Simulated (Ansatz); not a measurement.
# LiMgOF (rocksalt [001] superlattice): band gap by G0W0 on LDA, part 2 of 2

Aim: the quasiparticle gap of LiMgOF (rocksalt [001] superlattice), starting from LDA.

Ansatz 0.2.0; LDA, then G0W0 on it, plane waves, PAW. Known limits of the many-body steps: finite bands, screening cutoff and k mesh; no spin-orbit coupling in G0W0.

So far: Set-up; Relaxation.

**3. Bands along the symmetry lines**

Level of this step: DFT, LDA, plane waves, PAW; PAW set soft_1 (Ansatz).

Levels along a band path and on the mesh show where this functional puts the band edges.

Contents of input.yaml:

```yaml
crystal:
  lattice:
    - [2.8909357732, 0.0, 0.0]
    - [0.0, 2.8909357732, 0.0]
    - [0.0, 0.0, 12.0656291857]
  atoms:
    - { symbol: Li, position: [0.0, 0.0, 0.0819710343] }
    - { symbol: F, position: [0.5, 0.5, 0.0856236134] }
    - { symbol: Li, position: [0.5, 0.5, 0.2423443631] }
    - { symbol: F, position: [0.0, 0.0, 0.2423774811] }
    - { symbol: Li, position: [0.0, 0.0, 0.4026825649] }
    - { symbol: F, position: [0.5, 0.5, 0.3990998239] }
    - { symbol: Mg, position: [0.5, 0.5, 0.5692509864] }
    - { symbol: O, position: [0.0, 0.0, 0.5671225912] }
    - { symbol: Mg, position: [0.0, 0.0, 0.7423644018] }
    - { symbol: O, position: [0.5, 0.5, 0.7423860717] }
    - { symbol: Mg, position: [0.5, 0.5, 0.9154872497] }
    - { symbol: O, position: [0.0, 0.0, 0.9176460393] }
kpoints:
  mp_grid: { grid: [8, 8, 2] }
  band_path:
    path:
      - [[0.0, 0.0, 0.0], [0.0, 0.5, 0.0], [0.5, 0.5, 0.0], [0.0, 0.0, 0.0], [0.0, 0.0, 0.5], [0.0, 0.5, 0.5], [0.5, 0.5, 0.5], [0.0, 0.0, 0.5]]
      - [[0.0, 0.5, 0.0], [0.0, 0.5, 0.5]]
      - [[0.5, 0.5, 0.0], [0.5, 0.5, 0.5]]
    npoints: 10
hamiltonian:
  xc: lda
  pseudopotentials: { kind: paw, azcp: { folder: soft_1 }, xc_functional: pbe }
scf:
  occupations: { method: fermi_dirac, width: 0.02 }
  n_extra_bands: 8
output:
  eigenvalues: true
  forces: true
  stress: true
  write_density: true
  write_potential: true
  elf: true
  volumetric_format: npy
```

Launch:

```
ansatz run input.yaml --threads 4 --pin off --max-ram 17510MiB --backend cpu --events-out ev --progress --plain --runs-dir out
```

Numbers of over 12 decimals in the logs are rounded to 6 here.

Log:

```text
[...]
Crystal: 12 atoms, lattice volume = 100.839 Å³
Basis set: ecut = 420 eV, 1957 PW (Γ)
Bands: 47, of which v1, the nominal top of the filled ones, is band 39 counted from 1 (38 counted from 0)
Symmetry: 8 space group operations
[...]
k-points: 30 of 128
[...]
SCF iter   1: F=—  HF=-10381.029244 eV  |F-HF|=—  |Δ(HF+E_count)|=         —  Δρ=1.57e-1  dr2=1.83e1  ethr=3.10e-3  ⟨swp⟩=7.2  Hψ=6289  notcnv=0
[...]
SCF iter  10: F=-10376.003011 eV  HF=-10376.003011 eV  |F-HF|=4.25e-9  |Δ(HF+E_count)|=   3.72e-8  Δρ=3.70e-6  dr2=7.94e-9  ethr=1.28e-10  ⟨swp⟩=16.6  Hψ=10778  notcnv=0
SCF 1 converged in 10 iterations: F = -10376.003011 eV  dr2 = 7.94e-9
[...]
NSCF: frozen V_eff on 93 k-points
SCF converged after 10 iterations
Free energy (F): -10376.003011 eV
[...]
Internal energy: -10376.003011 eV  (E = F + TS)
E sigma→0 (E₀):  -10376.003011 eV
Fermi energy:    8.864660 eV
[...]
--- Forces (eV/Å), atoms counted from 1 ---
  atom   1  Li     0.00000000     0.00000000     0.00328528
  atom   2  F     -0.00000000     0.00000000     0.00078044
  atom   3  Li     0.00000000     0.00000000     0.00097317
  atom   4  F      0.00000000     0.00000000    -0.00222838
  atom   5  Li    -0.00000000     0.00000000     0.00107616
  atom   6  F     -0.00000000     0.00000000    -0.00017758
  atom   7  Mg    -0.00000000     0.00000000     0.00022697
  atom   8  O     -0.00000000     0.00000000    -0.00057985
  atom   9  Mg    -0.00000000     0.00000000     0.00148066
  atom  10  O     -0.00000000     0.00000000    -0.00141746
  atom  11  Mg    -0.00000000     0.00000000    -0.00104560
  atom  12  O      0.00000000     0.00000000    -0.00235340
  max |Σ_I F_I| component: 2.04e-5 eV/Å
--- Stress (GPa, compression-positive) ---
       -0.009776       0.000000       0.000000
        0.000000      -0.009776       0.000000
        0.000000       0.000000      -0.014712
  P = ⅓ Tr σ = -0.0114 GPa (-0.114 kbar)
--- Band table (eV; the first three rows and the last of 30) ---
  k-point 0: bands = [... 35 lower, 5.6235, 5.6235, 6.0065, 6.0065, 11.6887, 13.2331, 13.3944, 15.8173, ... 4 higher]
  k-point 1: bands = [... 35 lower, 5.6242, 5.6242, 6.0062, 6.0062, 11.8661, 12.4994, 14.5254, 14.8798, ... 4 higher]
  k-point 2: bands = [... 35 lower, 5.5311, 5.6258, 5.7374, 5.9734, 12.2084, 13.4424, 13.5398, 15.9216, ... 4 higher]
  k-point 29: bands = [... 35 lower, 4.2181, 4.4851, 4.8488, 5.0583, 15.6662, 15.6662, 16.7937, 17.0333, ... 4 higher]
```

It took 9.6 s on 4 threads of Arm Neoverse V2, shared host; peak memory 0.57 GiB.

Reading the cycles: dr2 is the Hartree energy of the density residual (eV), the measure of convergence; HF is the Harris–Foulkes estimate of the energy, which meets the free energy F at convergence.

Numbers from this step:

```
pressure             : -0.01142 GPa
filled bands         : 39
gap                  : 5.682 eV
valence top at       : Γ
conduction bottom at : Γ
least direct gap     : 5.682 eV
```

Over mesh and path the gap is 5.682 eV, direct, at k = Γ.

Electronic bands along the path, in eV, zero at the top of the highest nominally filled band:

```
    point  band 36  band 37  band 38  band 39  band 40  band 41  band 42  band 43
        Γ    -0.38    -0.38     0.00     0.00     5.68     7.23     7.39     9.81
        X    -0.81    -0.60    -0.37    -0.37     7.82     8.00     8.28     8.75
        M    -1.77    -1.52    -1.16    -0.94     9.66     9.66    10.81    11.06
        Γ    -0.38    -0.38     0.00     0.00     5.68     7.23     7.39     9.81
        Z    -0.38    -0.38     0.00     0.00     5.86     6.49     8.52     8.87
        R    -0.76    -0.60    -0.37    -0.37     7.60     8.15     8.36     8.99
        A    -1.79    -1.52    -1.16    -0.95     9.66     9.66    10.79    11.03
        Z    -0.38    -0.38     0.00     0.00     5.86     6.49     8.52     8.87
jump to X    -0.81    -0.60    -0.37    -0.37     7.82     8.00     8.28     8.75
        R    -0.76    -0.60    -0.37    -0.37     7.60     8.15     8.36     8.99
jump to M    -1.77    -1.52    -1.16    -0.94     9.66     9.66    10.81    11.06
        A    -1.79    -1.52    -1.16    -0.95     9.66     9.66    10.79    11.03
```

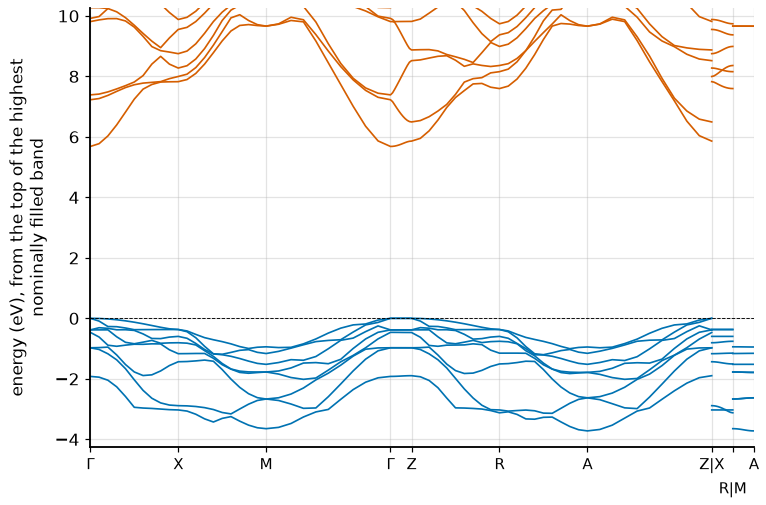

Electronic bands along the path; lines of filled and empty bands in two colours.

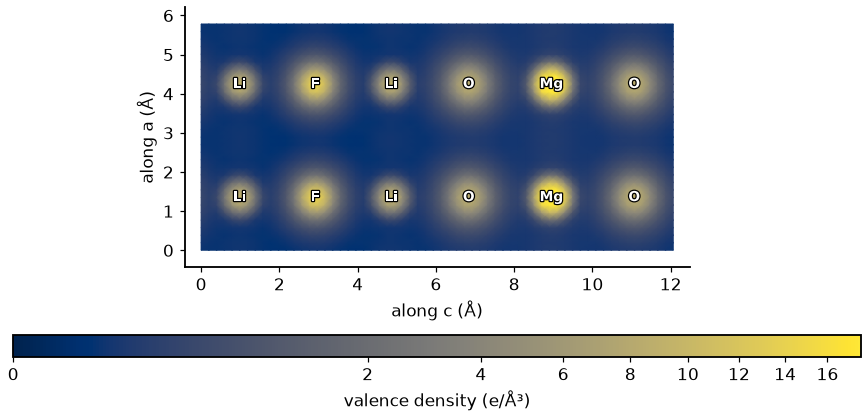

Valence density in the ca plane at fractional y = 0.000, with atoms of Li and F and O and Mg within 0.2 Å of it. It is the smooth field of the valence electrons, not physical close to the nuclei. The map starts off the cell's origin, so that atoms lie inside it. The colour scale is stretched toward low values.

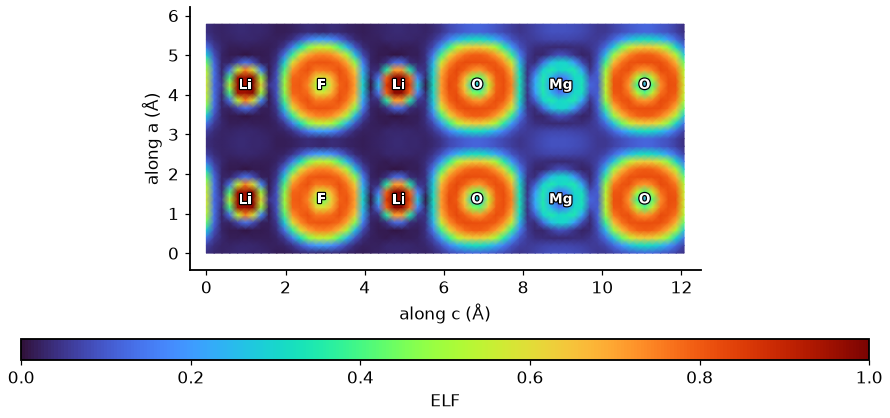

ELF in the ca plane at fractional y = 0.000, with atoms of Li and F and O and Mg within 0.2 Å of it. It is the smooth field of the valence electrons, not physical close to the nuclei. The map starts off the cell's origin, so that atoms lie inside it.

**4. One-shot GW**

G0W0 replaces the xc potential by a self-energy built once from the orbitals of the start. Levels are corrected in the window of bands that the input names, at points of the mesh.

This step: G0W0 on LDA, plane waves, PAW; PAW set soft_1.

input.yaml, the sections that differ from step 3:

```yaml
kpoints:
  mp_grid: { grid: [6, 6, 2] }
scf:
  occupations: { method: fixed }
gw:
  n_empty_bands: 264
  ecut_chi: 110.0
  qp_bands: [v4, c4]
  qp_kpoints: band_edges
  screening: { model: contour_deformation }
# crystal, hamiltonian: as in step 3
# output: removed
```

Log:

```text
[...]
Crystal: 12 atoms, lattice volume = 100.839 Å³
Basis set: ecut = 420 eV, 1957 PW (Γ)
Bands: 51, of which v1, the nominal top of the filled ones, is band 39 counted from 1 (38 counted from 0)
Symmetry: 8 space group operations
[...]
k-points: 20 of 72
[...]
SCF iter   1: F=—  HF=-10381.028404 eV  |F-HF|=—  |Δ(HF+E_count)|=         —  Δρ=1.57e-1  dr2=1.83e1  ethr=3.10e-3  ⟨swp⟩=5.2  Hψ=3814  notcnv=0  defer=178
[...]
SCF iter  10: F=-10376.002076 eV  HF=-10376.002076 eV  |F-HF|=1.20e-8  |Δ(HF+E_count)|=   3.81e-8  Δρ=5.03e-6  dr2=1.74e-8  ethr=1.28e-10  ⟨swp⟩=13.3  Hψ=4837  notcnv=0
SCF 1 converged in 10 iterations: F = -10376.002076 eV  dr2 = 1.74e-8
[...]
G₀W₀ screening: q 1/20
[... further progress lines ...]
SCF converged after 10 iterations
Free energy (F): -10376.002076 eV
[...]
Internal energy: -10376.002076 eV  (E = F + TS)
E sigma→0 (E₀):  -10376.002076 eV
Fermi energy:    6.006905 eV
[...]
--- Band table (eV; the first three rows and the last of 20) ---
  k-point 0: bands = [... 35 lower, 5.6239, 5.6239, 6.0069, 6.0069, 11.6888, 13.2332, 13.3944, 15.8175, ... 8 higher]
  k-point 1: bands = [... 35 lower, 5.6247, 5.6247, 6.0067, 6.0067, 11.8662, 12.4994, 14.5254, 14.8799, ... 8 higher]
  k-point 2: bands = [... 35 lower, 5.3202, 5.6279, 5.7195, 5.9485, 12.5386, 13.5546, 13.6267, 15.9022, ... 8 higher]
  k-point 19: bands = [... 35 lower, 4.2184, 4.4853, 4.8491, 5.0586, 15.6663, 15.6663, 16.7937, 17.0333, ... 8 higher]
--- G₀W₀: contour deformation, 6 samples at zero and on the imaginary axis and 2 off it, 72 q-points, 264 empty bands' worth ---
  eigenvalues of the whole cell's RPA ε∞ on this k-mesh (on a slab, of 1 + 4πα/V) = 2.4754, 2.5840, 2.5840; static W/v taken at q = 0 is 0.390311
  bands read: the sum over 303 bands ends inside a degenerate multiplet in 1 slot, whose members it reads at an even weight; the widest, k=0: bands 303 to 304 (counted from 1) at 1/2 each
  gw.qp_kpoints: band_edges: 12 of 20 stored k-points solved, in 1 pass; an edge of the gap read off the rows below is read off those points alone
    valence top: of the k-points left out ik 10 came nearest to being solved in a further pass, in band 39 (counted from 1, as in the quasiparticle table): it holds the edge there only if its correction is more favourable than any solved in that band by at least 0.596 eV; those differ by 0.215 eV
    conduction bottom: of the k-points left out ik 11 came nearest to being solved in a further pass, in band 40 (counted from 1, as in the quasiparticle table): it holds the edge there only if its correction is more favourable than any solved in that band by at least 2.667 eV; those differ by 0.348 eV
    ik  band        ε_KS         Σx   Σc(E_QP)       V_xc       Z   E_QP_lin       E_QP  E_QP is
     0    36      5.6239   -26.2158     4.2731   -20.6123  0.8009     4.2784     4.2935  root
     0    37      5.6239   -26.2158     4.2731   -20.6123  0.8009     4.2784     4.2935  root
     0    38      6.0069   -26.5393     4.2314   -21.0710  0.8019     4.7577     4.7701  root
     0    39      6.0069   -26.5393     4.2314   -21.0710  0.8019     4.7577     4.7701  root
     0    40     11.6888    -9.8180    -3.6906   -15.1480  0.8595    13.3423    13.3283  root
     0    41     13.2332   -10.4985    -3.7393   -16.1199  0.8511    15.1366    15.1153  root
     0    42     13.3944    -9.4775    -3.7359   -15.1430  0.8594    15.3461    15.3239  root
     0    43     15.8175    -4.0794    -4.2096    -9.8586  0.8649    17.4021    17.3869  root
     1    36      5.6247   -26.2234     4.2738   -20.6193  0.8009     4.2792     4.2943  root
     1    37      5.6247   -26.2234     4.2738   -20.6193  0.8009     4.2792     4.2943  root
     1    38      6.0067   -26.5356     4.2312   -21.0674  0.8019     4.7573     4.7697  root
     1    39      6.0067   -26.5356     4.2312   -21.0674  0.8019     4.7573     4.7697  root
     1    40     11.8662   -10.4568    -3.6696   -15.7849  0.8548    13.5391    13.5247  root
     1    41     12.4994    -9.0741    -3.6878   -14.5556  0.8641    14.3111    14.2930  root
     1    42     14.5254   -10.3577    -3.8961   -16.3381  0.8493    16.6386    16.6097  root
     1    43     14.8799   -10.2784    -3.9888   -16.3458  0.8449    16.9890    16.9586  root
     2    36      5.3202   -25.9013     4.2582   -20.3016  0.8013     3.9632     3.9787  root
     2    37      5.6279   -26.1686     4.2777   -20.5638  0.8006     4.2858     4.3009  root
     2    38      5.7195   -26.0321     4.2128   -20.5286  0.8017     4.4149     4.4288  root
     2    39      5.9485   -26.4496     4.2462   -20.9571  0.8015     4.6896     4.7023  root
     2    40     12.5386   -10.1048    -3.6761   -15.5440  0.8558    14.3190    14.3017  root
     2    41     13.5546    -9.7769    -3.8148   -15.4953  0.8529    15.4805    15.4581  root
     2    42     13.6267    -9.1934    -3.7999   -14.9340  0.8583    15.5901    15.5674  root
     2    43     15.9022    -8.3146    -4.2053   -14.5157  0.8487    17.9266    17.8980  root
     3    36      5.3142   -25.8811     4.2564   -20.2848  0.8013     3.9588     3.9743  root
     3    37      5.6281   -26.1719     4.2780   -20.5670  0.8006     4.2861     4.3012  root
     3    38      5.7255   -26.0841     4.2198   -20.5735  0.8018     4.4208     4.4347  root
     3    39      5.9484   -26.4481     4.2461   -20.9557  0.8015     4.6895     4.7022  root
     3    40     12.6961   -10.6651    -3.7016   -16.1256  0.8503    14.4724    14.4550  root
     3    41     12.9298    -8.8501    -3.7234   -14.4410  0.8638    14.8174    14.7972  root
     3    42     14.6819    -9.6496    -3.9501   -15.6556  0.8506    16.7661    16.7378  root
     3    43     14.8180    -9.2998    -3.9882   -15.3179  0.8495    16.8761    16.8478  root
     4    36      5.2572   -25.9505     4.3661   -20.2538  0.7988     3.9110     3.9266  root
     4    37      5.3944   -25.8088     4.2728   -20.1954  0.8005     4.0382     4.0538  root
     4    38      5.6341   -26.0601     4.2852   -20.4555  0.8002     4.2996     4.3146  root
     4    39      5.7885   -26.2225     4.2761   -20.6723  0.8006     4.5008     4.5144  root
     4    40     13.6999    -7.3432    -3.8139   -13.1446  0.8682    15.7110    15.6874  root
     4    41     13.8023    -7.3579    -3.9177   -13.1615  0.8631    15.7098    15.6881  root
     4    42     14.2731   -10.0080    -4.0031   -15.8771  0.8448    16.1618    16.1391  root
     4    43     15.1034    -6.9910    -3.9773   -12.9668  0.8616    17.1277    17.1019  root
[...]
18    40     15.6681    -5.1205    -4.1054   -10.9130  0.8610    17.3732    17.3551  root
    18    41     15.6681    -5.1205    -4.1054   -10.9130  0.8610    17.3732    17.3551  root
    18    42     16.8194    -7.8100    -4.4196   -14.2969  0.8615    18.9150    18.8866  root
    18    43     17.0624    -7.6028    -4.1756   -13.9473  0.8459    19.2690    19.2312  root
    19    36      4.2184   -25.4880     4.4766   -19.4986  0.7961     2.6831     2.7057  root
    19    37      4.4853   -25.2487     4.3669   -19.4672  0.7970     3.0519     3.0708  root
    19    38      4.8491   -24.9559     4.2825   -19.2029  0.7983     3.3582     3.3787  root
    19    39      5.0586   -25.3108     4.3056   -19.5545  0.7988     3.5885     3.6080  root
    19    40     15.6663    -5.0596    -4.1079   -10.8471  0.8613    17.3636    17.3458  root
    19    41     15.6663    -5.0596    -4.1079   -10.8471  0.8613    17.3636    17.3458  root
    19    42     16.7937    -7.7359    -4.4219   -14.2292  0.8618    18.8935    18.8651  root
    19    43     17.0333    -7.5503    -4.1628   -13.8784  0.8466    19.2358    19.1985  root
```

Elapsed: 5.1 min, on 4 threads; peak memory 1.5 GiB.

Numbers from this step:

| Quantity | Value |
| --- | --- |
| bands summed | 303 |
| RPA ε∞ on this mesh (eigenvalues) | 2.475, 2.584, 2.584 |
| plane waves in the screening matrix | 289 |
| q-points in the mesh | 72 |
| G0W0 gap over the corrected points | 8.558 eV |
| k of the valence top | 0, 0, 0 |
| k of the conduction bottom | 0, 0, 0 |
| starting gap on the mesh | 5.682 eV |
| Z at the valence top | 0.8019 |
| Z at the conduction bottom | 0.8595 |
| least direct G0W0 gap over the corrected points | 8.558 eV |

Over 12 of 20 irreducible mesh points the G0W0 gap is 8.558 eV, direct, at k = Γ. The LDA gap of this run on the mesh is 5.682 eV. The two states that bound the G0W0 gap lie that far apart at the start, so the correction of the gap is 8.558 − 5.682 = +2.876 eV. The start of this run differs from the step before in mesh (8×8×2 and 6×6×2).

Labels follow the order of the start: v1 is the top filled band, c1 the lowest empty one; levels that stay degenerate share a row, the window can cut a multiplet, doubted levels are not marked in this list, bands outside the window were not corrected, and the list may be a part of the corrected levels. The levels before and after the correction (eV, zero at the valence-band top of each column):

```
           conduction bottom  valence top
Kohn-Sham               5.68         0.00
     G0W0               8.56         0.00
```

```
             level  occupation  energy (eV)
Kohn-Sham  Γ v4-v3           2       -0.383
Kohn-Sham  Γ v2-v1           2        0.000
Kohn-Sham     Γ c1           0        5.682
Kohn-Sham     Γ c2           0        7.226
Kohn-Sham     Γ c3           0        7.387
Kohn-Sham     Γ c4           0        9.811
     G0W0  Γ v4-v3           2       -0.477
     G0W0  Γ v2-v1           2        0.000
     G0W0     Γ c1           0        8.558
     G0W0     Γ c2           0       10.345
     G0W0     Γ c3           0       10.554
     G0W0     Γ c4           0       12.617
```

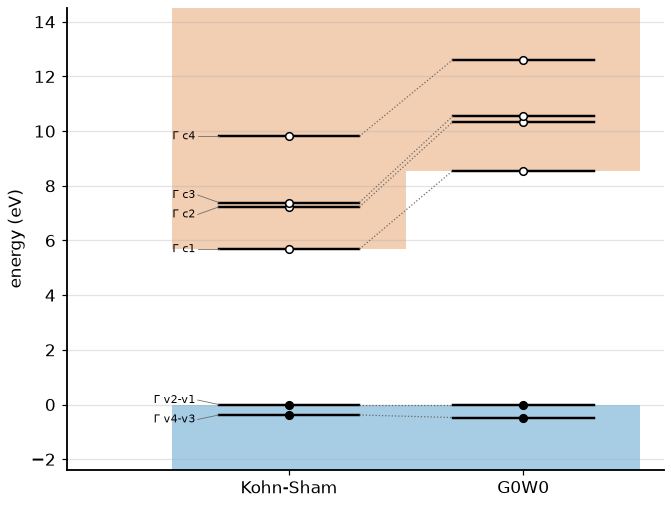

Levels before and after the correction. Shaded: valence and conduction bands. Filled marks are occupied levels, open marks empty ones.

The parts of the quasiparticle energy for the two states that bound the G0W0 gap, in eV on the run's own scale (QP = start + Σx + Σc − Vxc, with Σc at the quasiparticle energy):

```
             edge  k  band   start       Σx      Σc      Vxc      Z      QP
      valence top  Γ    38   6.007  −26.539   4.231  −21.071  0.802   4.770
conduction bottom  Γ    40  11.689   −9.818  −3.691  −15.148  0.860  13.328
```

**5. The runs together**

Each gap is the least one over the points named; times are wall times on shared hosts, not benchmarks. A G0W0 time includes the run's own self-consistent start. Rows marked * are further runs, not shown as steps, whose inputs differ from the G0W0 step on the same start in the columns given; solver thresholds can differ too.

```
    level   mesh       files, cutoff  bands summed, screening                            points  gap (eV)  valence top  conduction bottom  least direct gap (eV)     time
      LDA  8×8×2  soft_1 PAW, 420 eV                        -                     mesh and path     5.682            Γ                  Γ                  5.682    9.6 s
G0W0@LDA*  6×6×2  soft_1 PAW, 420 eV               105, 44 eV  12 of 20 irreducible mesh points     8.519            Γ                  Γ                  8.519     63 s
 G0W0@LDA  6×6×2  soft_1 PAW, 420 eV              303, 110 eV  12 of 20 irreducible mesh points     8.558            Γ                  Γ                  8.558  5.1 min
```

**6. Outcome**

| Item | Value |
| --- | --- |
| LDA gap over mesh and path | 5.682 eV, direct, at k = Γ |
| G0W0@LDA gap over 12 of 20 irreducible mesh points | 8.558 eV, direct, at k = Γ |
| GW settings | 6×6×2 mesh, 264 empty bands, screening to 110 eV, PAW set soft_1 files |
| known limits | finite bands, screening cutoff and k mesh; no spin-orbit coupling in G0W0 |

What this shows: Over 12 of 20 irreducible mesh points the G0W0 gap is 8.558 eV, direct, at k = Γ. The LDA gap of this run on the mesh is 5.682 eV. The two states that bound the G0W0 gap lie that far apart at the start, so the correction of the gap is 8.558 − 5.682 = +2.876 eV. The valence state moves by 4.770 − 6.007 = −1.237 eV and the conduction state by 13.328 − 11.689 = +1.639 eV, on the run's own scale; with 105 bands the edge states move by −0.967 and +1.869 eV, so the split between the edges depends on the bands and cutoff. Both edges that LDA shows over mesh and path lie at k points where levels were corrected. Levels at other points were not corrected, so a lower G0W0 gap elsewhere in the zone is not ruled out. From 105 bands and 44 eV to 303 bands and 110 eV the gap moves by 8.558 − 8.519 = +0.039 eV; bands and screening cutoff rise together, so their parts are not told apart. Two runs can't test a law of convergence, so the limit is not known. The G0W0 runs are scalar-relativistic. No pair of G0W0 runs that differ in the mesh alone is shown (6×6×2 is a supercell whose nearest images lie 17 Å apart), so the error from the mesh is not known here. G0W0 is shown with one set of atomic data (soft_1 PAW), so the error from the files is not known here.

[Paths, hosts, dates, memory and timing lines, banners, echoed tables and standing remarks are left out of the program output.]

[Logs are printed without paths, hosts, clocks, repeated set-up lines and the standing remarks that a program may print on its own settings, such as how far it seeks lower states.]

[Runs of the session that timed out or met a known fault of the program may be left out.]

[Cells called generated may have been cut or substituted from an entry of the Crystallography Open Database or the Materials Project.]

[Hosts, paths, dates, database ids (printed as entryN), source tags and the programs' standing remarks are cut or masked in the printed files.]

[Where an RPA ε∞ is given, it is that of the G0W0 mesh and is not shown converged in it. Names of k-points follow the symmetry that the program found, which can be lower than the space group named. Band edges on a path are those of the sampled points; other points can move an edge, and change direct to indirect where valleys lie close.]

[Hybrid gaps are those of their k-mesh and are not shown converged in it.]
